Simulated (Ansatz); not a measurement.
# (110) superlattice of 1 and 3 atomic planes of GaAs and GaP, in-plane a of GaAs, 8 atoms

Which settings matter for this cell? A base run comes first, then runs with one to three settings changed.

Method: density functional theory in Ansatz 0.2.0, PAW datasets, plane waves.

1 further run of the same task is left out (it didn't finish).

### Step 1. Starting point

8 atoms (4 Ga, 3 P, 1 As); a = 4.002 Å, b = 5.660 Å, c = 7.593 Å, α = 90.00°, β = 90.00°, γ = 90.00°. All atoms were shaken off their sites by about 0.07 Å along each axis.

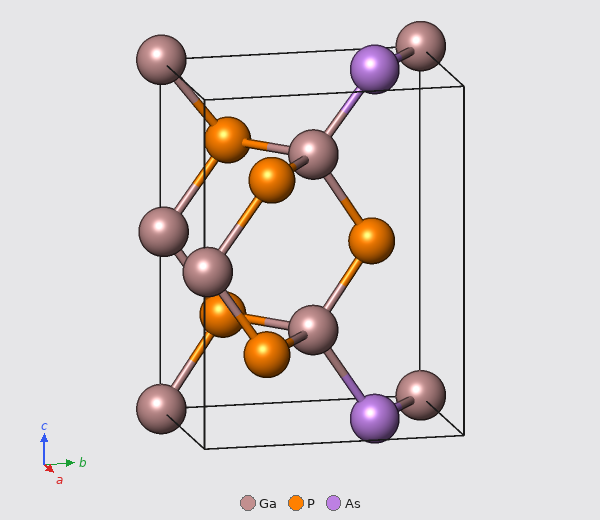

The starting cell, seen slightly off an axis (gallium pink, phosphorus orange, arsenic purple). Atoms on faces are repeated.

Coordinates:

```
Ga P As
1.0
     2.83000   -2.83000    0.00000
     0.00000    0.00000    5.66000
    -5.36927   -5.36927    0.00000
Ga P As
4 3 1
Direct
  0.02203 0.99981 0.00229
  0.99281 0.01361 0.50592
  0.48323 0.50744 0.76435
  0.50775 0.50245 0.26475
  0.99208 0.26109 0.75903
  0.00998 0.23903 0.26248
  0.48507 0.73188 0.50850
  0.48450 0.74382 0.99887
```

### Step 2. PBEsol single point

in.yaml reads:

```yaml
crystal:
  lattice:
    - [2.830000, -2.830000, 0.000000]
    - [0.000000, 0.000000, 5.660000]
    - [-5.369265, -5.369265, 0.000000]
  atoms:
    - { symbol: Ga, position: [0.022030, 0.999809, 0.002287] }
    - { symbol: Ga, position: [0.992813, 0.013605, 0.505922] }
    - { symbol: Ga, position: [0.483228, 0.507442, 0.764346] }
    - { symbol: Ga, position: [0.507755, 0.502445, 0.264745] }
    - { symbol: P, position: [0.992075, 0.261085, 0.759034] }
    - { symbol: P, position: [0.009982, 0.239034, 0.262481] }
    - { symbol: P, position: [0.485065, 0.731881, 0.508497] }
    - { symbol: As, position: [0.484502, 0.743821, 0.998873] }
kpoints:
  mp_grid: { grid: [4, 3, 2] }
hamiltonian:
  xc: pbesol
scf:
  occupations: { method: fermi_dirac, width: 0.01 }
output:
  forces: true
  eigenvalues: true
  stress: true
  populations: true
```

Command:

```sh
$ ansatz run in.yaml --threads 8 --pin off --max-ram 13300MiB --runs-dir r --events-out ev --progress --plain
```

The base run's log is left out here. Its report gave:

```
                   item            value
            plane waves             3375
               k points               14
                  bands               50
              electrons               82
         SCF iterations                7
       free energy (eV)      -22007.9838
E at zero smearing (eV)      -22007.9838
      Fermi energy (eV)            7.516
   largest force (eV/Å)  2.451 on atom 8
         pressure (GPa)            -1.01
```

It took 2.5 s on 8 threads of Arm Neoverse-V1, shared host; peak memory 0.67 GiB.

Top filled level 7.053 eV, lowest empty level 7.979 eV: 0.93 eV apart at a 4×3×2 mesh.

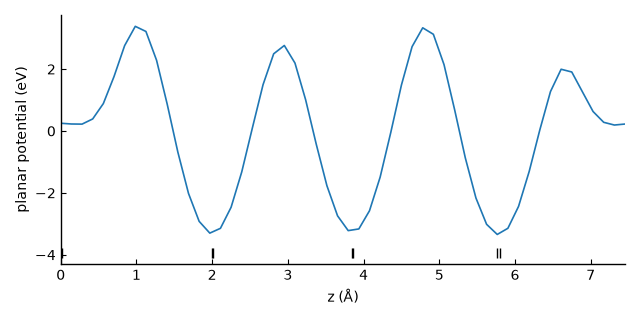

Planar mean of the electrostatic potential energy along c, from its mean; ticks mark the atoms.

### Step 3. Changed settings: accuracy high

in.yaml: that of step 2 with these lines changed.

```diff
@@ -1 +1,2 @@
+accuracy: high
 crystal:
@@ -20,2 +21,3 @@
   occupations: { method: fermi_dirac, width: 0.01 }
+  max_iter: 70
 output:
@@ -24,2 +26,5 @@
   stress: true
-  populations: true
+  write_density: true
+  write_potential: true
+  elf: true
+  volumetric_format: npy
```

Command:

```sh
$ ansatz run in.yaml --threads 8 --pin off --max-ram 13300MiB --runs-dir r --events-out ev --progress --plain
```

Log, cut to the lines that bear on the results:

```text
Pseudopotentials: kind: paw
Functional definition: PBEsol
[...]
Crystal: 8 atoms, lattice volume = 172.008 Å³
Basis set: ecut = 420 eV, 3375 PW (Γ), exchange–correlation on 64×90×120 points (8 copies of the dense FFT grid, shifted against one another)
Bands: 50, of which v1, the nominal top of the filled ones, is band 41 counted from 1 (40 counted from 0)
Symmetry: 1 space group operations
Space group: P1 (ITA 1), of the structure as read, at distance tolerance 5.6e-5 Å
k-points: 14 of 24 (time reversal used)
[...]
SCF iter   1: F=—  HF=-22007.995640 eV  |F-HF|=—  |Δ(HF+E_count)|=         —  Δρ=3.59e-3  dr2=3.26e-2  ethr=1.77e-3  ⟨swp⟩=7.4  Hψ=3182  notcnv=0
[...]
SCF iter  11: F=-22007.983800 eV  HF=-22007.983800 eV  |F-HF|=1.46e-11  |Δ(HF+E_count)|=  8.37e-11  Δρ=9.74e-8  dr2=2.68e-11  ethr=1.00e-12  ⟨swp⟩=7.1  Hψ=3697  notcnv=0
[...]
SCF converged after 11 iterations
Free energy (F): -22007.983800 eV
[...]
E sigma→0 (E₀):  -22007.983800 eV
Fermi energy:    7.516030 eV
[...]
--- Forces (eV/Å), atoms counted from 1 ---
  atom   1  Ga    -0.92804415     0.68443073     0.53798177
  atom   2  Ga    -0.63752231    -0.47133263    -1.41704560
  atom   3  Ga     1.33849834     1.10968580    -1.72621737
  atom   4  Ga     0.26616461     0.31079771    -1.12672286
  atom   5  P     -0.11237540     0.09895630    -0.11982740
  atom   6  P      0.65472878     0.80365661     1.00457775
  atom   7  P     -0.12450449    -0.41143666     1.71453615
  atom   8  As    -0.45694540    -2.12475799     1.13271681
[...]
--- Stress (GPa, compression-positive) ---
        0.080783       5.763784      -1.344308
        5.763784      -0.076220      -0.392401
       -1.344308      -0.392401      -3.039198
  P = ⅓ Tr σ = -1.0115 GPa (-10.115 kbar)
--- Band table (eV; the first three rows and the last of 14) ---
[...]
```

It took 3.4 s on 8 threads of Arm Neoverse-V1, shared host; peak memory 0.68 GiB.

Compared with the base run, energy 0.0 meV/atom; forces by 0.000 eV/Å rms; pressure 0.00 GPa; frontier spacing 0.93 eV (base 0.93).

### Step 4. Run again with cutoff 180 eV

in.yaml: that of step 3 with these lines changed.

```diff
@@ -1,2 +1 @@
-accuracy: high
 crystal:
@@ -17,2 +16,3 @@
   mp_grid: { grid: [4, 3, 2] }
+basis: { ecutwfc: 180 }
 hamiltonian:
@@ -21,3 +21,3 @@
   occupations: { method: fermi_dirac, width: 0.01 }
-  max_iter: 70
+  max_iter: 80
 output:
```

Command:

```sh
$ ansatz run in.yaml --threads 8 --pin off --max-ram 13300MiB --runs-dir r --events-out ev --progress --plain
```

Log, cut to the lines that bear on the results:

```text
Pseudopotentials: kind: paw
Functional definition: PBEsol
[...]
Crystal: 8 atoms, lattice volume = 172.008 Å³
Basis set: ecut = 180 eV, 969 PW (Γ), exchange–correlation on 36×50×72 points (8 copies of the dense FFT grid, shifted against one another)
Bands: 50, of which v1, the nominal top of the filled ones, is band 41 counted from 1 (40 counted from 0)
Symmetry: 1 space group operations
Space group: P1 (ITA 1), of the structure as read, at distance tolerance 5.6e-5 Å
k-points: 14 of 24 (time reversal used)
[...]
SCF iter   1: F=—  HF=-21956.260622 eV  |F-HF|=—  |Δ(HF+E_count)|=         —  Δρ=8.64e-2  dr2=5.59e0  ethr=1.77e-3  ⟨swp⟩=6.6  Hψ=2587  notcnv=0
[...]
SCF iter   9: F=-21934.268755 eV  HF=-21934.268755 eV  |F-HF|=4.30e-9  |Δ(HF+E_count)|=   1.02e-7  Δρ=3.44e-6  dr2=2.44e-8  ethr=1.22e-10  ⟨swp⟩=14.6  Hψ=4393  notcnv=0
[...]
SCF converged after 9 iterations
Free energy (F): -21934.268755 eV
[...]
E sigma→0 (E₀):  -21934.268755 eV
Fermi energy:    7.245336 eV
[...]
--- Forces (eV/Å), atoms counted from 1 ---
  atom   1  Ga    -1.24067816     0.90861551     0.47323053
  atom   2  Ga    -0.65614544    -0.46171175    -1.51087953
  atom   3  Ga     1.24411952     0.98712448    -1.61500723
  atom   4  Ga     0.20702508     0.22403484    -1.17802606
  atom   5  P     -0.17005294     0.11894629    -0.08229555
  atom   6  P      0.61510564     0.76881001     1.03310217
  atom   7  P     -0.08009405    -0.38208544     1.84670149
  atom   8  As     0.08072700    -2.16372348     1.03317316
[...]
--- Stress (GPa, compression-positive) ---
        0.016190       5.977976      -1.611533
        5.977976      -0.296989       0.290920
       -1.611533       0.290920      -4.401564
  P = ⅓ Tr σ = -1.5608 GPa (-15.608 kbar)
--- Band table (eV; the first three rows and the last of 14) ---
[...]
```

Wall time 1.1 s (8 threads of Arm Neoverse-V1, shared host); peak memory 0.43 GiB.

Against the first run: energy +9214.4 meV/atom; forces by 0.150 eV/Å rms; pressure -0.55 GPa; frontier spacing 0.84 eV (base 0.93). These settings are too loose to trust, converged or not.

### Step 5. Run again with smearing width 0.2 eV, xc grid 1

in.yaml: that of step 4 with these lines changed.

```diff
@@ -16,3 +16,3 @@
   mp_grid: { grid: [4, 3, 2] }
-basis: { ecutwfc: 180 }
+basis: { xc_grid: 1 }
 hamiltonian:
@@ -20,3 +20,3 @@
 scf:
-  occupations: { method: fermi_dirac, width: 0.01 }
+  occupations: { method: fermi_dirac, width: 0.2 }
   max_iter: 80
@@ -26,5 +26 @@
   stress: true
-  write_density: true
-  write_potential: true
-  elf: true
-  volumetric_format: npy
```

Command:

```sh
$ ansatz run in.yaml --threads 8 --pin off --max-ram 13300MiB --runs-dir r --events-out ev --progress --plain
```

Log, cut to the lines that bear on the results:

```text
band count auto-derived: 52 (N_el = 82.0; filled up to band 41; 50 by the electrons, moments and atoms)
Pseudopotentials: kind: paw
Functional definition: PBEsol
[...]
Crystal: 8 atoms, lattice volume = 172.008 Å³
Basis set: ecut = 420 eV, 3375 PW (Γ)
Bands: 52, of which v1, the nominal top of the filled ones, is band 41 counted from 1 (40 counted from 0)
Symmetry: 1 space group operations
Space group: P1 (ITA 1), of the structure as read, at distance tolerance 5.6e-5 Å
k-points: 14 of 24 (time reversal used)
[...]
SCF iter   1: F=—  HF=-22008.004211 eV  |F-HF|=—  |Δ(HF+E_count)|=         —  Δρ=3.70e-3  dr2=3.48e-2  ethr=1.77e-3  ⟨swp⟩=7.2  Hψ=3321  notcnv=0
[...]
SCF iter   8: F=-22007.991957 eV  HF=-22007.991957 eV  |F-HF|=4.31e-9  |Δ(HF+E_count)|=   2.80e-8  Δρ=2.38e-6  dr2=8.19e-9  ethr=9.60e-11  ⟨swp⟩=5.0  Hψ=2581  notcnv=0
[...]
SCF converged after 8 iterations
Free energy (F): -22007.991957 eV
[...]
E sigma→0 (E₀):  -22007.973016 eV
Entropy (-TS):   -0.037881 eV (-4.735 meV/atom)
Fermi energy:    7.530223 eV
[...]
--- Forces (eV/Å), atoms counted from 1 ---
  atom   1  Ga    -0.92478399     0.68167739     0.53773931
  atom   2  Ga    -0.63622418    -0.47408160    -1.40863950
  atom   3  Ga     1.33769006     1.10526831    -1.72767607
  atom   4  Ga     0.26798458     0.30774562    -1.12572260
  atom   5  P     -0.11329233     0.10299847    -0.11665509
  atom   6  P      0.65166708     0.80496299     1.00297051
  atom   7  P     -0.12499695    -0.40821370     1.70638596
  atom   8  As    -0.45804226    -2.12036291     1.13166463
[...]
--- Stress (GPa, compression-positive) ---
        0.124241       5.753155      -1.360036
        5.753155      -0.030727      -0.382644
       -1.360036      -0.382644      -2.943444
  P = ⅓ Tr σ = -0.9500 GPa (-9.500 kbar)
--- Band table (eV; the first three rows and the last of 14) ---
[...]
```

Wall time 2.4 s (8 threads of Arm Neoverse-V1, shared host); peak memory 0.64 GiB.

Compared with the base run, energy +1.3 meV/atom; forces by 0.003 eV/Å rms; pressure +0.06 GPa.

### Step 6. Run again with occupations Gaussian, cutoff 480 eV, density threshold 1e-05 eV

in.yaml: that of step 5 with these lines changed.

```diff
@@ -16,3 +16,3 @@
   mp_grid: { grid: [4, 3, 2] }
-basis: { xc_grid: 1 }
+basis: { ecutwfc: 480 }
 hamiltonian:
@@ -20,4 +20,5 @@
 scf:
-  occupations: { method: fermi_dirac, width: 0.2 }
-  max_iter: 80
+  occupations: { method: gaussian, width: 0.01 }
+  max_iter: 90
+  convergence: { dr2_threshold: 1e-05 }
 output:
@@ -26 +27,5 @@
   stress: true
+  write_density: true
+  write_potential: true
+  elf: true
+  volumetric_format: npy
```

Command:

```sh
$ ansatz run in.yaml --threads 8 --pin off --max-ram 13300MiB --runs-dir r --events-out ev --progress --plain
```

Log, cut to the lines that bear on the results:

```text
Pseudopotentials: kind: paw
Functional definition: PBEsol
[...]
Crystal: 8 atoms, lattice volume = 172.008 Å³
Basis set: ecut = 480 eV, 4137 PW (Γ), exchange–correlation on 60×90×120 points (8 copies of the dense FFT grid, shifted against one another)
Bands: 50, of which v1, the nominal top of the filled ones, is band 41 counted from 1 (40 counted from 0)
Symmetry: 1 space group operations
Space group: P1 (ITA 1), of the structure as read, at distance tolerance 5.6e-5 Å
k-points: 14 of 24 (time reversal used)
[...]
SCF iter   1: F=—  HF=-22008.001339 eV  |F-HF|=—  |Δ(HF+E_count)|=         —  Δρ=3.52e-3  dr2=3.23e-2  ethr=1.77e-3  ⟨swp⟩=7.8  Hψ=3199  notcnv=0
[...]
SCF iter   6: F=-22007.989155 eV  HF=-22007.989154 eV  |F-HF|=7.54e-7  |Δ(HF+E_count)|=   1.46e-5  Δρ=2.04e-5  dr2=7.03e-7  ethr=1.22e-8  ⟨swp⟩=17.9  Hψ=6828  notcnv=0
[...]
SCF converged after 6 iterations
Free energy (F): -22007.989155 eV
[...]
E sigma→0 (E₀):  -22007.989155 eV
Fermi energy:    7.515953 eV
[...]
--- Forces (eV/Å), atoms counted from 1 ---
  atom   1  Ga    -0.92806425     0.68442304     0.53831922
  atom   2  Ga    -0.63756278    -0.47142461    -1.41699443
  atom   3  Ga     1.33848335     1.10978816    -1.72640450
  atom   4  Ga     0.26613642     0.31078726    -1.12686276
  atom   5  P     -0.11239458     0.09884144    -0.11980475
  atom   6  P      0.65492577     0.80377431     1.00454737
  atom   7  P     -0.12456327    -0.41144313     1.71448538
  atom   8  As    -0.45691560    -2.12472615     1.13267887
[...]
--- Stress (GPa, compression-positive) ---
        0.078924       5.763482      -1.344263
        5.763481      -0.078022      -0.392226
       -1.344264      -0.392227      -3.040981
  P = ⅓ Tr σ = -1.0134 GPa (-10.134 kbar)
--- Band table (eV; the first three rows and the last of 14) ---
[...]
```

It took 2.8 s on 8 threads of Arm Neoverse-V1, shared host; peak memory 0.77 GiB.

Against the first run: energy -0.7 meV/atom; forces by 0.000 eV/Å rms; pressure 0.00 GPa; frontier spacing 0.93 eV (base 0.93).

### Step 7. Variant: mixing beta 0.01, mixer anderson

in.yaml: that of step 6 with these lines changed.

```diff
@@ -16,3 +16,2 @@
   mp_grid: { grid: [4, 3, 2] }
-basis: { ecutwfc: 480 }
 hamiltonian:
@@ -20,5 +19,5 @@
 scf:
-  occupations: { method: gaussian, width: 0.01 }
-  max_iter: 90
-  convergence: { dr2_threshold: 1e-05 }
+  occupations: { method: fermi_dirac, width: 0.01 }
+  max_iter: 80
+  mixing: { beta: 0.01, algorithm: anderson }
 output:
```

Command:

```sh
$ ansatz run in.yaml --threads 8 --pin off --max-ram 13300MiB --runs-dir r --events-out ev --progress --plain
```

Log, cut to the lines that bear on the results:

```text
Pseudopotentials: kind: paw
Functional definition: PBEsol
[...]
Crystal: 8 atoms, lattice volume = 172.008 Å³
Basis set: ecut = 420 eV, 3375 PW (Γ), exchange–correlation on 54×80×108 points (8 copies of the dense FFT grid, shifted against one another)
Bands: 50, of which v1, the nominal top of the filled ones, is band 41 counted from 1 (40 counted from 0)
Symmetry: 1 space group operations
Space group: P1 (ITA 1), of the structure as read, at distance tolerance 5.6e-5 Å
k-points: 14 of 24 (time reversal used)
[...]
SCF iter   1: F=—  HF=-22007.995635 eV  |F-HF|=—  |Δ(HF+E_count)|=         —  Δρ=3.59e-3  dr2=3.26e-2  ethr=1.77e-3  ⟨swp⟩=7.4  Hψ=3182  notcnv=0
[...]
SCF iter  17: F=-22007.983800 eV  HF=-22007.983800 eV  |F-HF|=5.10e-8  |Δ(HF+E_count)|=   1.72e-7  Δρ=4.54e-6  dr2=6.99e-8  ethr=1.22e-10  ⟨swp⟩=16.8  Hψ=6199  notcnv=0
[...]
SCF converged after 17 iterations
[...]
Free energy (F): -22007.983800 eV
[...]
E sigma→0 (E₀):  -22007.983800 eV
Fermi energy:    7.516019 eV
[...]
--- Forces (eV/Å), atoms counted from 1 ---
  atom   1  Ga    -0.92803837     0.68444517     0.53806057
  atom   2  Ga    -0.63753984    -0.47134799    -1.41711543
  atom   3  Ga     1.33847349     1.10966790    -1.72620344
  atom   4  Ga     0.26619312     0.31082570    -1.12673665
  atom   5  P     -0.11241691     0.09890750    -0.11984535
  atom   6  P      0.65478565     0.80370889     1.00459370
  atom   7  P     -0.12452315    -0.41145681     1.71456987
  atom   8  As    -0.45693658    -2.12475454     1.13272438
[...]
--- Stress (GPa, compression-positive) ---
        0.080717       5.763830      -1.344312
        5.763831      -0.076287      -0.392392
       -1.344313      -0.392392      -3.039233
  P = ⅓ Tr σ = -1.0116 GPa (-10.116 kbar)
--- Band table (eV; the first three rows and the last of 14) ---
[...]
```

Run time: 3.9 s. Hardware: 8 threads of Arm Neoverse-V1, shared host; peak memory 0.67 GiB.

Against the first run: energy 0.0 meV/atom; forces by 0.000 eV/Å rms; pressure 0.00 GPa; frontier spacing 0.93 eV (base 0.93).

### Step 8. What came out

| settings | status | cycles | time | energy from base (meV/atom) | forces from base (eV/Å rms) | filled to empty level on the mesh (eV) |
| --- | --- | --- | --- | --- | --- | --- |
| base | converged | 7 | 2.5 s (8 CPU threads) | 0 | 0 | 0.93 |
| accuracy high | converged | 11 | 3.4 s (8 CPU threads) | 0.0 | 0.000 | 0.93 |
| cutoff 180 eV | converged, settings too loose | 9 | 1.1 s (8 CPU threads) | +9214.4 | 0.150 | 0.84 |
| smearing width 0.2 eV, xc grid 1 | converged | 8 | 2.4 s (8 CPU threads) | +1.3 | 0.003 | - |
| occupations Gaussian, cutoff 480 eV, density threshold 1e-05 eV | converged | 6 | 2.8 s (8 CPU threads) | -0.7 | 0.000 | 0.93 |
| mixing beta 0.01, mixer anderson | converged | 17 | 3.9 s (8 CPU threads) | 0.0 | 0.000 | 0.93 |

**What this shows.** Among these variants the forces move most with cutoff 180 eV (0.150 eV/Å rms).
